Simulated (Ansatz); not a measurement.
## How basis sets differ on C2HClF2 (SMILES FC(F)=CCl)

C2HClF2: 6 atoms, total charge 0, spin state singlet. As SMILES, `FC(F)=CCl`. The shape is that of a PBE0-D4/def2-TZVP optimisation.

Each level gives the vertical electron affinity (to the doublet anion) (eV). The values are calculated.

The electron affinity is E(neutral) − E(anion): positive where the electron is bound.

```csv
level,kind,program,value (eV)
SVWN5/MINI,LDA,Ansatz,-1.96
SVWN5/LANL2DZ (core potential),LDA,Ansatz,-2.47
SVWN5/MIDI,LDA,Ansatz,-3.25
SVWN5/def2-mTZVP,LDA,Ansatz,-2.36
SVWN5/def2-mTZVPP,LDA,Ansatz,-2.35
SVWN5/def2-TZVP,LDA,Ansatz,-2.31
```

The values span -3.25 to -1.96 eV. Negative values mean that the anion is unbound at that level; they are set by how diffuse the basis is and aren't properties of the molecule, whose anion may well be bound.

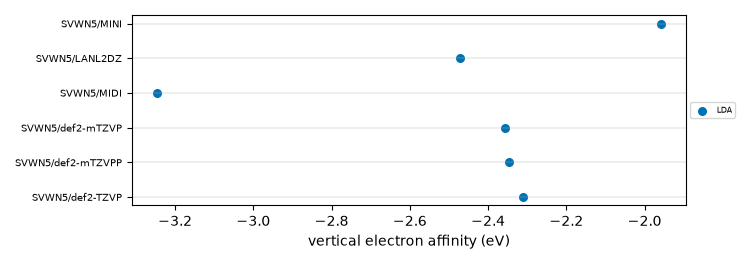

The values of the table, level by level.
